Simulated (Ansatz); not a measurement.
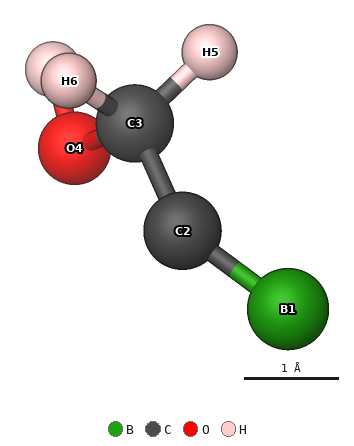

The structure as given in the input (ball-and-stick view, seen at a tilt; atoms are numbered from 1 in the order of the input).

## Single-point calculation, with input and output: C2H3BO

System: C2H3BO.
Method: RKS wB97M-V/def2-TZVPP (Ansatz 0.2.0).

The geometry is a minimum found at another level. The geometry comes from this level: PBE0-D4/def2-TZVP.

Output:
```
Functional definition: wB97M-V
  name "wB97M-V"
  cite "Mardirossian & Head-Gordon, J. Chem. Phys. 144, 214110 (2016) doi:10.1063/1.4952647"
  cite "Becke, J. Chem. Phys. 107, 8554 (1997) doi:10.1063/1.475007"
  cite "Vydrov & Van Voorhis, J. Chem. Phys. 133, 244103 (2010) doi:10.1063/1.3521275"
  # Of w^i u^j: cxij and so on, Table III.
  parameter omega = 0.3/bohr
  parameter cx = 0.15
  parameter cx01 = 1.007
  parameter cx10 = 0.259
  parameter css00 = 0.443
  parameter css04 = -1.437
  parameter css10 = -4.535
  parameter css20 = -3.390
  parameter css43 = 4.278
  parameter cos00 = 1.000
  parameter cos10 = 1.358
  parameter cos20 = 2.924
  parameter cos21 = -8.812
  parameter cos60 = -1.390
  parameter cos61 = 9.142
  parameter b = 6.0
  parameter c = 0.01
  gx(w, u) = 1 - cx + cx01*u + cx10*w
  gss(w, u) = css00 + css04*u^4 + css10*w + css20*w^2 + css43*w^4*u^3
  gos(w, u) = cos00 + cos10*w + (cos20 + cos21*u)*w^2 + (cos60 + cos61*u)*w^6
  exchange = spin_sum(e_x_unif_sr(omega)*gx(b97_w, b97_u_x)) + cx*exact_x_sr(omega) + exact_x_lr(omega)
  correlation = spin_sum(e_c_pw_mod_same_spin*gss(b97_w, b97_u_same))
      + integral(e_c_pw_mod_opposite_spin*gos(b97_w_opposite, b97_u_opposite)) + vv10(b, c)
857 factors; their error is unknown
214 factors; integrals over basis functions are off by at most 1.6e-5 eV
mean field evaluation 1: about -4830.9172 eV, gradient 5.7e1 eV
mean field evaluation 2: about -4821.2710 eV, gradient 8.5e1 eV
mean field evaluation 4: about -4838.8970 eV, gradient 5.7e0 eV
mean field evaluation 8: about -4839.0584 eV, gradient 3.9e-1 eV
mean field evaluation 16: about -4839.0577 eV, gradient 1.5e-2 eV
mean field evaluation 32: about -4839.0577 eV, gradient 2.9e-5 eV
mean field -4839.05771884 eV, -177.8320911363 hartree, gradient 2.9e-5 eV, S^2 0.000000; 2 other end points of the search recorded, 0 dependent functions left out
reference -4839.05776230 eV, -177.8320927335 hartree; 14, 14 occupied and 152, 152 virtual orbitals, 857 factors
Total energy: -4839.05776230 eV, -177.8320927335 hartree
```

This output came from the following input.

Input file:
```yaml
crystal:
  periodic: [false, false, false]
  atoms:
    - {symbol: B, position_ang: [-1.762417, -1.541377, 0.907337]}
    - {symbol: C, position_ang: [-1.027720, -0.367205, 0.647332]}
    - {symbol: C, position_ang: [0.186989, 0.153155, 0.114669]}
    - {symbol: O, position_ang: [0.154892, 0.479563, -1.250646]}
    - {symbol: H, position_ang: [1.024522, -0.522782, 0.362094]}
    - {symbol: H, position_ang: [0.383732, 1.055628, 0.738408]}
    - {symbol: H, position_ang: [1.040002, 0.743017, -1.519195]}
basis:
  gaussian: {orbitals: def2-TZVPP}
hamiltonian: {xc: {name: wB97M-V}}
```

Launched with:
```bash
ansatz run in.yaml --threads 2 --pin off --events-out ev --progress --plain --max-ram 4352MiB
```

Summary:

```tsv
quantity	value
outcome	converged
total energy	−4839.0578 eV
SCF solution under orbital rotations	stable
hardware	2 threads of Intel Xeon @ 2.50GHz, 11 GiB of memory available, shared host
wall time	20 s (CPU time 38 s)
peak memory	0.47 GiB
```
